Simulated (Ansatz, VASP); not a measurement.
# Y: VASP beside Ansatz

One calculation is typed for both programs; each brings its own data sets and cutoff. How far apart do they land? The cell comes out of the VASP series on this material, whose earlier steps may have relaxed, scaled or displaced it; both programs get it as it stands.

Main program and level: Ansatz 0.2.0; plane waves, with VASP 6.6.1 beside it; relaxation of cell and atoms at PBE.

**1. Starting point**

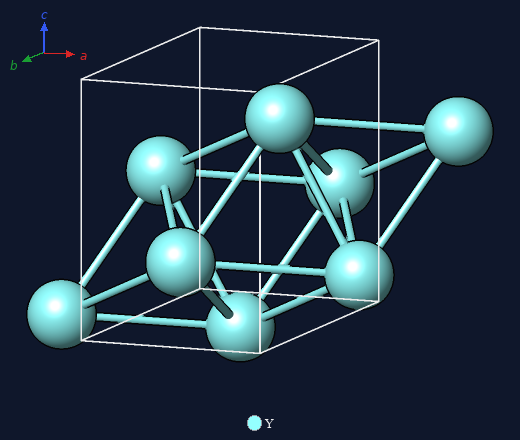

The starting structure, seen from a free direction (yttrium teal). 2×2×1 cells are drawn.

Structure file:

```cif
data_structure
_symmetry_space_group_name_H-M 'P6_3/mmc'
_symmetry_Int_Tables_number 194
_cell_length_a 3.6539
_cell_length_b 3.6539
_cell_length_c 5.6619
_cell_angle_alpha 90.000
_cell_angle_beta 90.000
_cell_angle_gamma 120.000
_cell_volume 65.46
loop_
_atom_site_label
_atom_site_type_symbol
_atom_site_symmetry_multiplicity
_atom_site_Wyckoff_symbol
_atom_site_fract_x
_atom_site_fract_y
_atom_site_fract_z
_atom_site_occupancy
Y1 Y 2 c 0.66667 0.33333 0.75000 1
```

**2. VASP: relaxation of cell and atoms, PBE**

The relaxed volume is the usual yardstick between codes: its relative difference is about their pressure difference at one cell divided by the bulk modulus.

Lines of VASP's logs that name or quote its potential files are left out, and so is its time.

File INCAR:

```
SYSTEM = Y
PREC = Accurate
ENCUT = 520
EDIFF = 1E-07
NELM = 100
ISMEAR = 1
SIGMA = 0.15
LREAL = .FALSE.
ALGO = Normal
GGA = PE
NBANDS = 17
LASPH = .TRUE.
LORBIT = 11
LWAVE = .FALSE.
LCHARG = .FALSE.
KPAR = 4
IBRION = 2
NSW = 50
ISIF = 3
EDIFFG = -0.005
```

File POSCAR:

```
Y
1.0
    3.6538534205      0.0000000000      0.0000000000
   -1.8269267103      3.1643298839      0.0000000000
    0.0000000000      0.0000000000      5.6619365250
Y
2
Direct
    0.6666666667      0.3333333333      0.7500000000
    0.3333333333      0.6666666667      0.2500000000
```

File KPOINTS:

```
Automatic mesh
0
Gamma
16 16 8
0 0 0
```

PAW data sets: Y_sv (PBE family, release 64).

Started as:

```bash
> mpirun -np 4 vasp_std
```

Numbers of over 12 decimals in the logs are rounded to 6 here.

Log:

```text
[banner, memory and clock lines left out]
running    4 mpi-ranks, on    1 nodes
 distrk:  each k-point on    1 cores,    4 groups
 distr:  one band on    1 cores,    1 groups

 POSCAR found type information on POSCAR Y
 POSCAR found :  1 types and       2 ions
 LDA part: xc-table for (Slater+PW92), standard interpolation
 POSCAR, INCAR and KPOINTS ok, starting setup
 FFT: planning ... GRIDC
 FFT: planning ... GRID_SOFT
 FFT: planning ... GRID
 WAVECAR not read
 entering main loop
       N       E                     dE             d eps       ncg     rms          rms(c)
DAV:   1     0.873255878963E+02    0.87326E+02   -0.11405E+04  5100   0.122E+03
DAV:   2    -0.591445666689E+01   -0.93240E+02   -0.91879E+02  6392   0.268E+02
DAV:   3    -0.130850566562E+02   -0.71706E+01   -0.71001E+01  9191   0.443E+01
DAV:   4    -0.132565213514E+02   -0.17146E+00   -0.17135E+00  6204   0.727E+00
DAV:   5    -0.132604503369E+02   -0.39290E-02   -0.39284E-02  7549   0.840E-01    0.329E+01
DAV:   6    -0.129323374156E+02    0.32811E+00   -0.43084E-01  5554   0.421E+00    0.204E+01
DAV:   7    -0.128787779597E+02    0.53559E-01   -0.84816E-01  6607   0.545E+00    0.183E+00
DAV:   8    -0.128680505231E+02    0.10727E-01   -0.16481E-01  6407   0.240E+00    0.124E+00
DAV:   9    -0.128670367683E+02    0.10138E-02   -0.41162E-03  7524   0.410E-01    0.423E-01
DAV:  10    -0.128671962416E+02   -0.15947E-03   -0.17649E-03  5666   0.392E-01    0.329E-01
DAV:  11    -0.128671364633E+02    0.59778E-04   -0.11861E-04  7264   0.968E-02    0.525E-02
DAV:  12    -0.128671304535E+02    0.60098E-05   -0.25260E-05  5818   0.449E-02    0.138E-02
DAV:  13    -0.128671321900E+02   -0.17365E-05   -0.35652E-06  6511   0.162E-02    0.333E-03
DAV:  14    -0.128671323349E+02   -0.14497E-06   -0.10578E-07  5054   0.270E-03    0.377E-04
DAV:  15    -0.128671323272E+02    0.76884E-08   -0.15237E-08  3650   0.872E-04
   1 F= -.12867132E+02 E0= -.12868008E+02  d E =-.128671E+02
 curvature:   0.00 expect dE= 0.000E+00 dE for cont linesearch  0.000E+00
 trial: gam= 0.00000 g(F)=  0.479E-48 g(S)=  0.113E-05 ort = 0.000E+00 (trialstep = 0.100E+01)
 search vector abs. value=  0.113E-05
 reached required accuracy - stopping structural energy minimisation
```

OUTCAR, selected parts (step 2):

```text
ion  position               nearest neighbor table
   1  0.667  0.333  0.750-   2 3.53   2 3.53   2 3.53   2 3.53   2 3.53   2 3.53
   2  0.333  0.667  0.250-   1 3.53   1 3.53   1 3.53   1 3.53   1 3.53   1 3.53

  LATTYP: Found a hexagonal cell.
 ALAT       =     3.6538534205
 C/A-ratio  =     1.5495795461

 Subroutine GETGRP returns: Found 24 space group operations
 (whereof 12 operations were pure point group operations)

The static configuration has the point symmetry D_3d.
 The point group associated with its full space group is D_6h.

 Found    150 irreducible k-points:

   k-points           NKPTS =    150   k-points in BZ     NKDIM =    150   number of bands    NBANDS=     17

   dimension x,y,z NGX =    28 NGY =   28 NGZ =   42
   dimension x,y,z NGXF=    56 NGYF=   56 NGZF=   84

   ENCUT  =  520.0 eV  38.22 Ry    6.18 a.u.   6.79  6.79 10.53*2*pi/ulx,y,z

   NELECT =      22.0000    total number of electrons

 k-points in reciprocal lattice and weights: Automatic mesh
   0.00000000  0.00000000  0.00000000       0.000
   0.06250000  0.00000000  0.00000000       0.003
   0.12500000  0.00000000  0.00000000       0.003
   0.18750000  0.00000000  0.00000000       0.003
   0.25000000  0.00000000  0.00000000       0.003
   0.31250000  0.00000000  0.00000000       0.003
   0.37500000  0.00000000  0.00000000       0.003
   0.43750000  0.00000000  0.00000000       0.003
   0.50000000  0.00000000  0.00000000       0.001
[...]
0.37500000  0.25000000  0.50000000       0.003
   0.31250000  0.31250000  0.50000000       0.003

 average (electrostatic) potential at core
       1 -37.7194       2 -37.7194

 E-fermi :   3.0097

 k-point     1 :       0.0000    0.0000    0.0000
  band No.  band energies     occupation
    ...
      6     -19.3780      2.00000
      7     -19.3780      2.00000
      8     -19.3347      2.00000
      9      -1.6759      2.00000
     10       1.1712      2.00000
     11       3.9939     -0.00000
     12       4.7481     -0.00000
     13       4.7481     -0.00000
     14       5.1557     -0.00000
     15       5.3790     -0.00000
    ...

 k-point     2 :       0.0625    0.0000    0.0000
  band No.  band energies     occupation
    ...
      6     -19.3925      2.00000
      7     -19.3796      2.00000
      8     -19.3383      2.00000
      9      -1.5929      2.00000
     10       1.2486      2.00000
     11       3.9019     -0.00000
     12       4.5242     -0.00000
     13       4.8248     -0.00000
     14       5.2780     -0.00000
     15       5.3316     -0.00000
    ...

 k-point     3 :       0.1250    0.0000    0.0000
  band No.  band energies     occupation
    ...
      6     -19.4335      2.00000
      7     -19.3845      2.00000
      8     -19.3488      2.00000
      9      -1.3499      2.00000
     10       1.4672      2.00000
     11       3.6556     -0.00000
     12       4.1287     -0.00000
     13       5.0473     -0.00000
     14       5.0528     -0.00000
     15       5.3906     -0.00000
    ...

  Total        0.0042376      0.0042376      0.0032871     -0.0000000      0.0000000     -0.0000000
  in kB        0.1037119      0.1037119      0.0804508     -0.0000000      0.0000000     -0.0000000
  external PRESSURE =       0.0959582 kB  Pullay stress =       0.0000000 kB

  energy-cutoff  :      520.00
  volume of cell :       65.46
      direct lattice vectors                 reciprocal lattice vectors
     3.653853420  0.000000000  0.000000000     0.273683666  0.158011338  0.000000000
    -1.826926710  3.164329884  0.000000000     0.000000000  0.316022677  0.000000000
     0.000000000  0.000000000  5.661936525     0.000000000  0.000000000  0.176618017

 POSITION                                       TOTAL-FORCE (eV/Angst)
 -----------------------------------------------------------------------------------
      1.82693      1.05478      4.24645        -0.000000      0.000000      0.000000
     -0.00000      2.10955      1.41548         0.000000     -0.000000      0.000000
 -----------------------------------------------------------------------------------
    total drift:                                0.000000     -0.000000      0.000000

  FREE ENERGIE OF THE ION-ELECTRON SYSTEM (eV)
  ---------------------------------------------------
  free  energy   TOTEN  =       -12.8671323272 eV

  energy  without entropy=      -12.8697578923  energy(sigma->0) =      -12.86800752

 reached required accuracy - stopping structural energy minimisation

 total charge
# of ion       s       p       d       f       tot
--------------------------------------------------
    1        2.280   6.224   0.920   0.007   9.431
    2        2.280   6.224   0.920   0.007   9.431
--------------------------------------------------
tot          4.560  12.449   1.840   0.013  18.861

[... 3 further parts left out ...]
```

**3. Ansatz: relaxation of cell and atoms, PBE**

Ansatz runs on its default PAW (the set named soft_2) files.

The same cell, functional, mesh and smearing now go to Ansatz, which takes its cutoff from its data sets.

File input.yaml:

```yaml
crystal:
  lattice:
    - [3.6538534205, 0.0, 0.0]
    - [-1.8269267103, 3.1643298839, 0.0]
    - [0.0, 0.0, 5.661936525]
  atoms:
    - { symbol: "Y", position: [0.6666666667, 0.3333333333, 0.75] }
    - { symbol: "Y", position: [0.3333333333, 0.6666666667, 0.25] }
hamiltonian:
  xc: pbe
  pseudopotentials: { kind: paw }
kpoints:
  mp_grid: { grid: [16, 16, 8] }
scf:
  occupations: { method: methfessel_paxton, width: 0.15 }
relax:
  f_tol: 0.01
  max_steps: 60
  cell: { stress_tol: 0.05 }
output:
  forces: true
  stress: true
  write_density: true
  write_potential: true
  elf: true
  volumetric_format: npy
```

Started as:

```bash
> ansatz run input.yaml --threads 4 --pin off --max-ram 9216MiB --backend cpu --events-out ev --progress --plain --runs-dir out
```

Log:

```text
Engine: ansatz 0.2.0, aarch64-unknown-linux-gnu
Pseudopotentials: kind: paw
Pseudopotential: Y, paw, valence charge 11, recommended cutoff 420 eV (normal), Y.paw.azcp
Functional definition: PBE
  parameter kappa = 0.804
  parameter beta = 0.066725
  exchange = pbe_x(kappa = kappa, mu = beta*pi^2/3)
  correlation = pbe_c(beta = beta)
Crystal: 2 atoms, lattice volume = 65.463 Å³
Basis set: ecut = 420 eV, 1255 PW (Γ), exchange–correlation on 50×50×80 points (8 copies of the dense FFT grid, shifted against one another)
Bands: 15, of which v1, the nominal top of the filled ones, is band 11 counted from 1 (10 counted from 0)
Symmetry: 24 space group operations
Space group: P63/mmc (ITA 194), of the structure as read, at distance tolerance 4.0e-5 Å
k-points: 150 of 2048
Non-local potential: Y, projectors of the file, l = 0: 3, l = 1: 2, l = 2: 2, l = 3: 1
PAW form: soft (Blöchl's): semilocal exchange-correlation on the pseudo side does not see the compensation charge
PAW one-centre angular grid: Y, 590 points (default); XC on 64 Gauss nodes
Initial density: superposition of atomic densities (neutral atoms: chi_scale 0, normalization atom), corrected by the library's trained network
Initial wavefunctions: pseudopotential atomic-orbital guess
Functional: x = pbe(κ = 0.804, μ = 0.219515), c = pbe(β = 0.066725)
SCF iter   1: F=—  HF=-7697.336613 eV  |F-HF|=—  |Δ(HF+E_count)|=         —  Δρ=1.67e-3  dr2=1.51e-3  ethr=1.77e-3  ⟨swp⟩=4.4  Hψ=9738  notcnv=0
preconditioner: auto → Kerker (q_TF=auto, 2.275 Å⁻¹)  [metal: Δε(μ)=0.012 eV  Ē_g=2.540 eV  σ=0.150 eV  W_gap=0.07  n_scr=22 (ndim 8)  ℏωp=11.2 eV  f_vac=0.000  D(μ)=3.56/eV (n_scr^D=34)]
SCF iter   2: F=—  HF=-7697.337001 eV  |F-HF|=—  |Δ(HF+E_count)|=   3.88e-4  S|Δr|=    0.00e0  Δρ=1.09e-3  dr2=6.18e-4  ethr=6.86e-6  ⟨swp⟩=2.1  Hψ=4873  notcnv=0
SCF iter   3: F=—  HF=-7697.337339 eV  |F-HF|=—  |Δ(HF+E_count)|=   3.38e-4  S|Δr|=    0.00e0  Δρ=2.39e-4  dr2=5.22e-5  ethr=2.81e-6  ⟨swp⟩=2.2  Hψ=2726  notcnv=0
SCF iter   4: F=—  HF=-7697.337321 eV  |F-HF|=—  |Δ(HF+E_count)|=   1.76e-5  S|Δr|=    0.00e0  Δρ=1.36e-4  dr2=8.39e-6  ethr=2.37e-7  ⟨swp⟩=2.4  Hψ=3224  notcnv=0
SCF iter   5: F=-7697.337321 eV  HF=-7697.337321 eV  |F-HF|=7.44e-10  |Δ(HF+E_count)|=   1.35e-7  S|Δr|=    0.00e0  Δρ=1.30e-5  dr2=6.85e-8  ethr=4.55e-10  ⟨swp⟩=6.5  Hψ=14235  notcnv=0
SCF 1 converged in 5 iterations: F = -7697.337321 eV  dr2 = 6.85e-8
  greatest PAW one-centre occupation: 0.994 electrons in one spin orbital (limit 2), on the Y atom at site 1 (counted from 0), in its partial waves of l = 0
relax step   1: F+E_penalty+E_count = -7697.33732117 eV  Δ(F+E_penalty+E_count) = +0.000e0 eV  max|allowed force component| = 5.089e-17 eV/Å  Δτ_max = 0.0000 Å  P = +0.121 GPa  Ω = 65.463 Å³  (5 SCF iters, dr2 threshold 1.00e-7 eV, accepted)
[...]
relax step   2: F+E_penalty+E_count = -7697.33738859 eV  Δ(F+E_penalty+E_count) = -6.742e-5 eV  max|allowed force component| = 1.850e-17 eV/Å  Δτ_max = 0.0000 Å  P = -0.006 GPa  Ω = 65.664 Å³  energy of the carried Pulay correction = -4.758e-6 eV  (3 SCF iters, dr2 threshold 3.77e-8 eV, accepted)
[...]
relax step   3: F+E_penalty+E_count = -7697.33739346 eV  Δ(F+E_penalty+E_count) = -4.862e-6 eV  max|allowed force component| = 1.850e-17 eV/Å  Δτ_max = 0.0000 Å  P = -0.006 GPa  Ω = 65.664 Å³  stress off target by 6.47e-3 GPa  SCF on the basis re-selected at this cell (its energy is not comparable with the rows above)  (4 SCF iters)
basis re-selected at this cell: Δ(F+E_penalty+E_count) = -4.862e-6 eV, ΔP = -0.000 GPa vs the last step (what re-selecting the basis moved, of the pressure what is left beyond the Pulay correction that the steps carried, after the strain that the cell walked since its last selection, with what the two solves' SCF thresholds leave and, on support functions, any second-order correction that the steps lacked; it is no m [...]
SCF converged after 4 iterations
Stability not checked: this state was not tested for a lower state beside it, because cold or Methfessel-Paxton smearing, or corrected tetrahedra, fill the levels in a way that the test cannot read (fill_not_monotonic; see scf.lower_state_search)
Free energy (F): -7697.337393 eV
Harris-Foulkes:  -7697.337393 eV  (|F-HF|=2.36e-11)
Internal energy: -7697.339911 eV  (E = F + TS)
E sigma→0 (E₀):  -7697.338023 eV
Entropy (-TS):   0.002517 eV (1.259 meV/atom)
Fermi energy:    9.331207 eV
--- Per-component energies (eV) ---
  E_band       = -243.684882
  E_kinetic    = 608.831392
  E_local      = -1228.734757  (includes V_loc(G=0)·N_el)
  E_nonlocal   = 100.248926
  E_hartree    = 389.715236
  E_xc         = -345.747246
  E_vxc        = -396.902927  (∫ρ·V_xc dr)
  E_paw        = -5650.718882  (= ΣΔE_a)
  E_vpaw       = -106.558000  (= ΣTr[D̂ρ^β])
  E_aug_tail   = 0.000007  (compensation charges beyond the density's cutoff)
  E_ewald      = -1570.934586
  E_smearing   = 0.002517  (= −TS)
  E_closure    = 0.000000  (closes the sum)
  Σ components = -7697.337393   (vs F -7697.337393, Δ=0.00e0)
--- Forces (eV/Å), atoms counted from 1 ---
  atom   1  Y      0.00000000    -0.00000000     0.00000000
  atom   2  Y     -0.00000000     0.00000000     0.00000000
  max |Σ_I F_I| component: 0.00e0 eV/Å
--- Stress (GPa, compression-positive) ---
       -0.005356      -0.000000      -0.000000
        0.000000      -0.005356      -0.000000
       -0.000000      -0.000000      -0.006466
  P = ⅓ Tr σ = -0.0057 GPa (-0.057 kbar)
--- Band table (eV; the first three rows and the last of 150) ---
  k-point 0: bands = [... 7 lower, -12.9994, 4.6906, 7.5102, 10.3009, 11.0685, 11.0685, 11.4756, 11.6977]
  k-point 1: bands = [... 7 lower, -13.0242, 4.7947, 7.4407, 10.2004, 11.0009, 11.0009, 11.3720, 11.6021]
  k-point 2: bands = [... 7 lower, -13.0562, 5.0967, 7.1902, 10.0539, 10.9063, 10.9063, 11.0898, 11.3818]
  k-point 149: bands = [... 7 lower, -13.1020, 8.7418, 8.7418, 9.1736, 9.1736, 9.7432, 9.7432, 12.0882]
--- Relaxed structure (2 steps of the walk, 2 accepted, 1 SCFs on fresh bases) ---
  F+E_penalty+E_count = -7697.33739346 eV   max|allowed force component| = 1.850e-17 eV/Å   (the final SCF, on the basis selected at the relaxed cell)
  cell:  # Å, volume = 65.6645 Å³
    - [3.657673, 2.8897596348851937e-11, 0.0]
    - [-1.828836, 3.167638, 0.0]
    - [0.0, 0.0, 5.667483]
  atoms:
    - { symbol: Y, position: [0.666667, 0.333333, 0.750000] }
    - { symbol: Y, position: [0.333333, 0.666667, 0.250000] }
```

It took 9.1 s on 4 threads of Arm Neoverse N1, shared host; peak memory 0.44 GiB; 34 s of CPU time.

**4. Side by side**

Known differences besides the PAW data sets themselves: both relaxations stop at a tolerance, which leaves soft axes loose, and VASP keeps its plane-wave basis; the cutoff is 420 eV in Ansatz and 520 eV in VASP; Ansatz adds a Pulay correction to the stress that steers its cell, VASP none. Total energies have different zeros and are not compared.

Both answers:

| quantity | Ansatz | VASP | difference |
| --- | --- | --- | --- |
| volume (Å³) | 65.66 | 65.46 | +0.31 % |
| edge a after relaxation, in the typed setting (Å) | 3.658 | 3.654 | +0.10 % |
| edge c after relaxation, in the typed setting (Å) | 5.668 | 5.662 | +0.10 % |

The walks stopped with -0.01 GPa left in Ansatz and 0.01 GPa in VASP; each walk ends within a tolerance, so the volume difference is uncertain by about these residues over the bulk modulus, most in soft cells.

**5. Outcome**

```
difference in volume (relaxation of cell and atoms, PBE) : 0.31 %
```

What this shows: The difference in volume is 0.31 % (relaxation of cell and atoms, PBE), within the 1.2 % picked in this series as the mark of a large difference, as far as the stopping tolerances let one tell. Differences of this kind measure data sets and numerical settings, not the functional's error against experiment.

[Lines on the potential files, build, host, timing and source positions are cut from VASP's logs without a mark.]

[Logs are printed without paths, hosts, clocks, repeated set-up lines and the standing remarks that a program may print on its own settings, such as how far it seeks lower states.]

[Hosts, paths, dates, database ids (printed as entryN), source tags and the programs' standing remarks are cut or masked in the printed files.]
